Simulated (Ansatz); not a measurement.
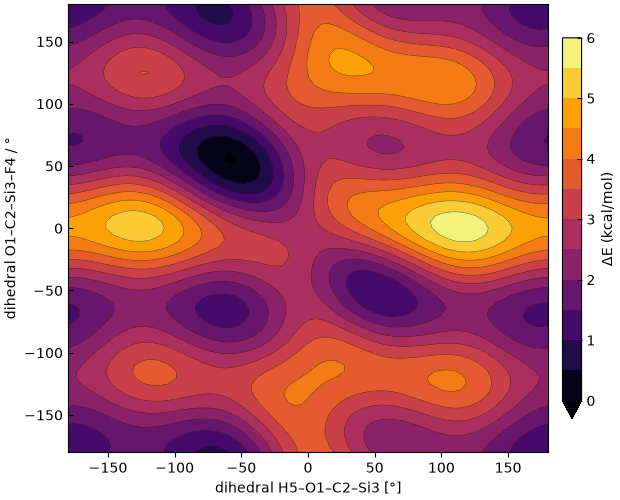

CH5FOSi, SMILES OC[SiH2]F. The first coordinate is: dihedral H5–O1–C2–Si3; the second: dihedral O1–C2–Si3–F4. Nothing is relaxed (all other coordinates rigid). Grid: 15 × 15 points. Points are written as (first, second). Energies: kcal/mol, counted from the lowest grid point. Theory: Ansatz, RKS PBE0-D4/def2-TZVP.

In the figure: filled contours. Between grid points the surface is interpolated.

The lowest grid point is at (−60°, 60°). There are further wells near (−60°, −180°) (1.00 kcal/mol above the lowest at that grid point); (60°, −60°) (1.10 kcal/mol above the lowest at that grid point); (−180°, −180°) (1.11 kcal/mol above the lowest at that grid point). The highest grid point, (108°, 12°), lies 5.56 kcal/mol above the lowest. Round the minimum the valley is somewhat tilted: raising dihedral H5–O1–C2–Si3 shifts the best value of dihedral O1–C2–Si3–F4 downwards (coupling k₁₂/√(k₁₁k₂₂) about 0.4).

The system is changed to CH5ClOSi, SMILES OC[SiH2]Cl; the new grid has 10 × 10 points, laid about the new relaxed structure.

**How does the landscape change?**

The minimum (interpolated where it lies between grid points) moves from about (−60°, 55°) to about (−55°, 55°). The span from the lowest to the highest grid point grows from 5.56 to 5.92 kcal/mol.

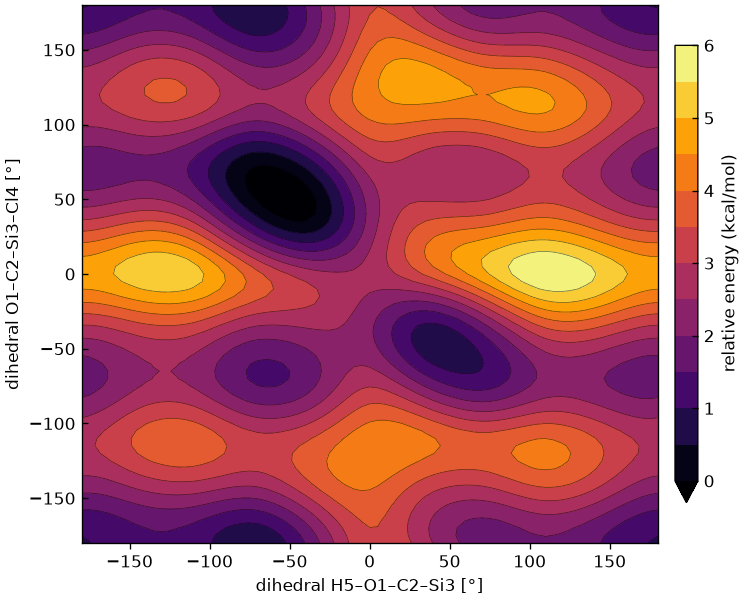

The map after the change, on a colour scale of its own. The picture shows filled contours. Between grid points the surface is interpolated.
